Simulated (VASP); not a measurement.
Band structure of BaS (rock salt). Computed with RPBE GGA, VASP's PBE PAW potentials (set 64) (plane waves; VASP).

Unless said otherwise, spin-orbit coupling is left out, though it shifts the bands of the heavy elements here.

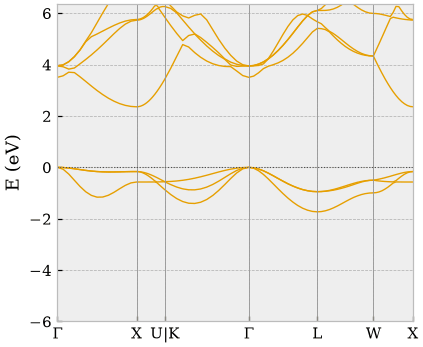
Figure: Bands along high-symmetry lines, zero at the valence-band maximum or, without a gap, the Fermi level

Q: Read the plot: is there a gap, and where are the band edges?

A: The gap is indirect, 2.36 eV, from the valence maximum at Γ to the conduction minimum at X. (Edges off the drawn lines would not show.)

The compound is BaS in the rock salt structure. It was relaxed first, which changed the volume by +7 %.
